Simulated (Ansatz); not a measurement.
**C3H10FNSi (SMILES CC(C)[SiH](N)F): density, localisation and related maps**

```xyz
16

C     0.5767   -1.4594   -0.7634
C     0.8063   -0.1381   -0.0302
C     0.7990    1.0577   -0.9843
Si   -0.4475    0.0881    1.3522
N    -2.0357    0.2754    0.6936
F     0.0476    1.4122    2.2257
H    -0.4162   -1.4780   -1.2412
H     0.6299   -2.3236   -0.0822
H     1.3317   -1.6111   -1.5530
H     1.7908   -0.1736    0.4725
H    -0.1615    1.1357   -1.5219
H     1.5852    0.9565   -1.7510
H     0.9682    2.0071   -0.4531
H    -0.4987   -1.0476    2.3226
H    -2.8172    0.2575    1.3427
H    -2.1813    1.0185    0.0156
```

All numbers below come from Ansatz, RKS PBE0-D4/cc-pVDZ.

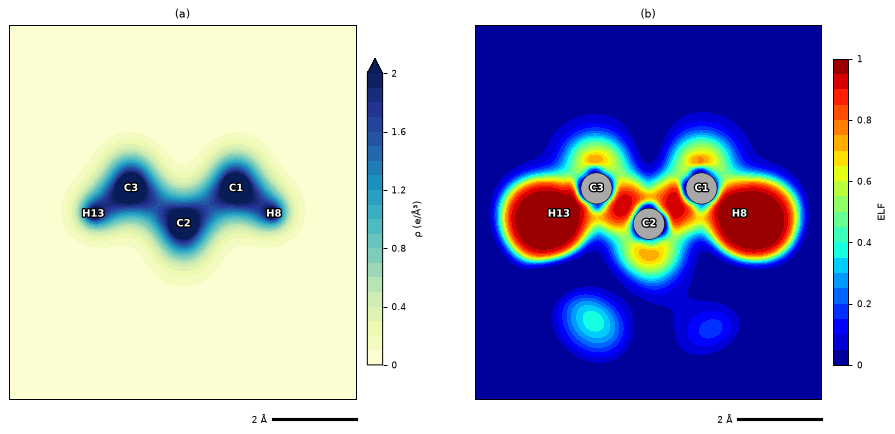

Figure 1. (a) total electron density; (b) ELF on the plane of atoms C1, C2 and C3. Grey discs cover the atomic cores in the ELF map.

Interpret the plot.

The plane passes through C and H nuclei.
C–C (1.53 Å): ρ at the midpoint is about 1.6 e/Å³; the ELF peaks at about 0.95 between the atoms (localised, covalent bonding).
C–H (1.10 Å): ρ is about 1.9 e/Å³ halfway; the ELF climbs to about 1 towards the hydrogen, as it does in any bond to H (an ordinary covalent bond to hydrogen).

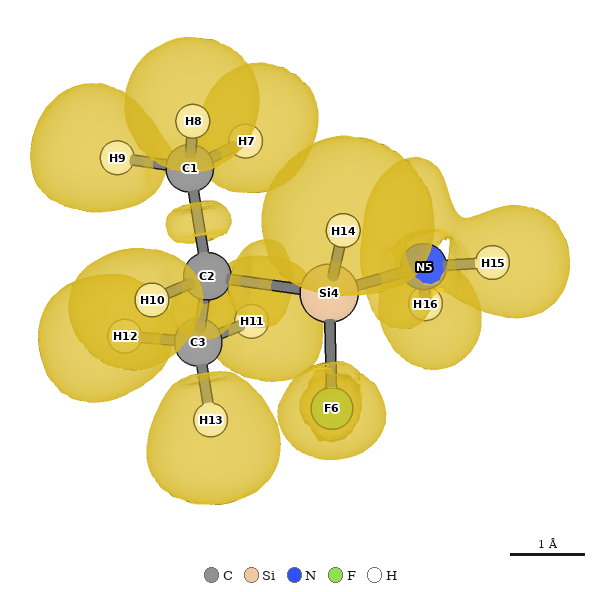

Figure 2. Isosurface of the electron localisation function at 0.8 (yellow), seen at a tilt. Core shells and regions of very low density are left out.

Identify the bonds, lone pairs and shells in this picture.

The ELF exceeds this value in two regions between bonded C–C atoms (shared pairs), one region between bonded C–Si atoms (shared pairs), eight regions around hydrogen nuclei, one region wrapped around F (its lone pairs, merged into a ring or cap) and one joined region spread over several atoms (H, N), in which their bonds and any lone pairs are merged. Along the contacts the grid gives the following. Si–F (1.66 Å): the ELF peaks at about 0.85 in the valence shell of F, 0.6 Å from its nucleus, and is about 0.45 at the midpoint.

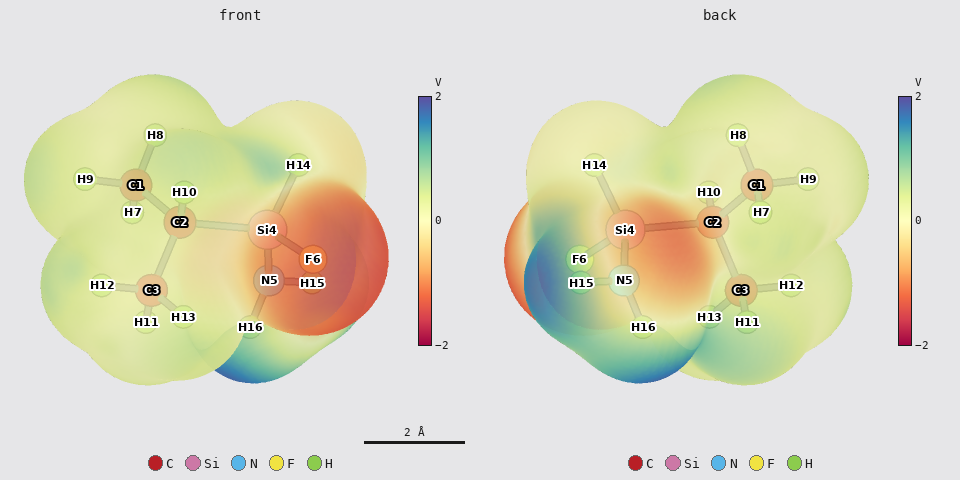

Figure 3. The molecular electrostatic potential painted on the density surface at 0.002 e/bohr³, seen from the front and from behind; the colour scale runs from red (negative) to blue (positive).

Describe the electrostatic potential map.

The most negative region (about −1.4 V, or −32 kcal/mol for a unit charge) lies over F6, the most positive (about +1.7 V, or +39 kcal/mol for a unit charge) over H15 and H16.
